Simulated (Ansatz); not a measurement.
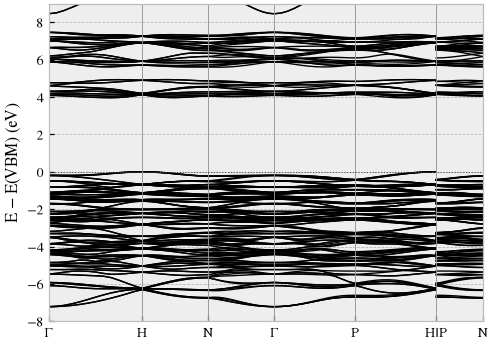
Fig. 1. Band structure from r²SCAN with spin–orbit coupling in the plane-wave PAW code Ansatz

The gap is 3.96 eV; an edge lies off the plotted path or next to a special point (maximum on the Γ–H line, 98 % of the way from Γ, minimum on the P–H line, 59 % of the way from P).

The material is Si$_{3}$Bi$_{4}$O$_{12}$ in space group I-43d (No. 220; Si on 12a, Bi on 16c, O on 48e).

The first step of the workflow began from a Materials Project structure, measured or hypothetical; the Crystallography Open Database files this formula in space group No. 220, but the cells were not matched. Whether it is the stable phase at ambient conditions was not checked. The r²SCAN relaxation kept the symmetry of its start; whether a distortion lowers the energy is not shown.

Potentials: the later of the program's two PAW sets.
